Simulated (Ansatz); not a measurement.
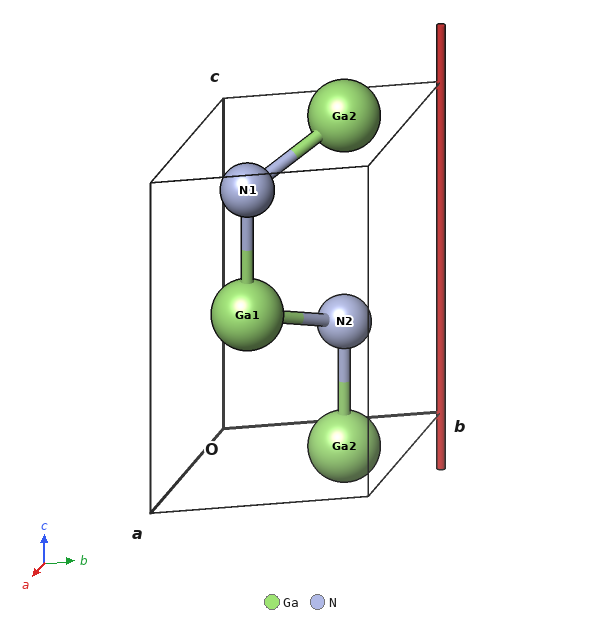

For GaN, the end point of a relaxation with DFT PBE, scalar-relativistic, plane waves, PAW (Ansatz 0.2.0): the coloured rod is the axis of a symmetry operation of the crystal. All values are computed from the atomic coordinates in the standard setting (tolerance 0.002 Å).

a = 3.218 Å, b = 3.218 Å, c = 5.243 Å, α = 90.00°, β = 90.00°, γ = 120.00°.

```json
{"atom": "Ga1", "x": "0.6667", "y": "0.3333", "z": "0.4991"}
{"atom": "Ga2", "x": "0.3333", "y": "0.6667", "z": "0.9991"}
{"atom": "N1", "x": "0.6667", "y": "0.3333", "z": "0.8759"}
{"atom": "N2", "x": "0.3333", "y": "0.6667", "z": "0.3759"}
```

Take the operation x, y, z → y−1, −x+y, z+1/2.

**What kind of operation is it, and where does it lie?**

It is a 6₃ screw rotation with translation (0, 0, 1/2), about the line along [0 0 1] through (0, 1, 1/2).

**Onto which atom does it carry each atom (up to whole multiples of a, b and c)?**

Ga1 → Ga2, Ga2 → Ga1, N1 → N2, N2 → N1.
